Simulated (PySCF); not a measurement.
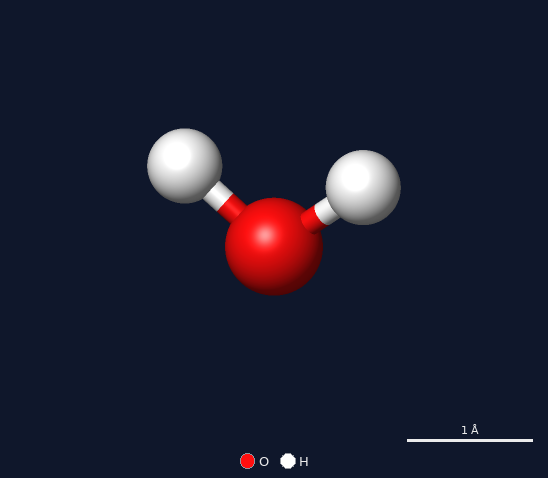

Ball-and-stick drawing of a structure. Every bond is drawn as one stick, whatever its order.

Computed geometry: PBE0-D3(BJ)/def2-SVP optimisation. No frequency run is at hand to confirm it as a minimum.

**What is the molecular formula?**

H₂O, 3 atoms: 2 hydrogen and 1 oxygen.

**What is its SMILES?**

O

**Count the bonded pairs by element.**

2 O–H.

**Which point group does it belong to?**

C2v.

More results for the same structure follow; atom numbers are the same in all pictures, views and colours differ.

### Bond orders

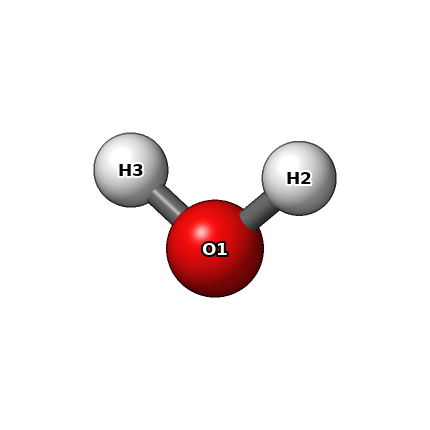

The thickness of each stick grows with its Mayer bond order. No frequency run is at hand to confirm it as a minimum. Level of theory: PBE0/pcSseg-1 (PySCF 2.14.0).

List the Mayer bond orders of O1–H2 (one bond of each equivalent set).

```json
{"bond": "O1–H2", "Mayer order": "0.97", "length (Å)": "0.963"}
```

### NMR shielding

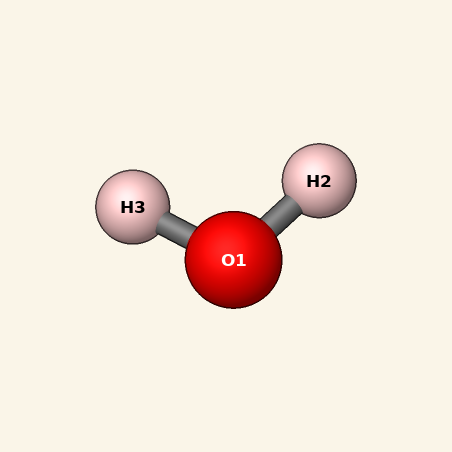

No frequency run is at hand to confirm it as a minimum. Method: GIAO PBE0/6-31G* NMR shielding, non-relativistic, gas phase (PySCF 2.14.0). Principal shieldings σ11 ≤ σ22 ≤ σ33, span Ω = σ33 − σ11, skew κ = 3(σiso − σ22)/Ω.

Give the shielding tensors of the O atoms.

```
atom    σ11    σ22    σ33   σiso     Ω     κ
  O1  302.9  318.9  350.7  324.2  47.8  0.33
```

Shieldings and span in ppm.

### Charges

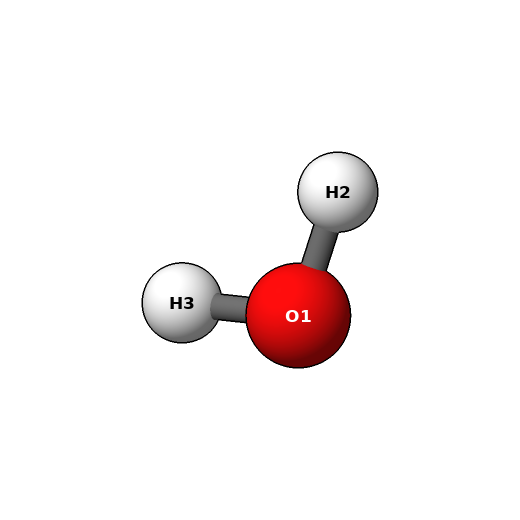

The questions are on Hirshfeld charges. No frequency run is at hand to confirm it as a minimum. Method: PBE0/pcSseg-1, gas phase (PySCF 2.14.0).

List the Hirshfeld charges.

| atom | value (e) |
| --- | --- |
| O1 | −0.33 |
| H2 | 0.17 |
| H3 | 0.17 |
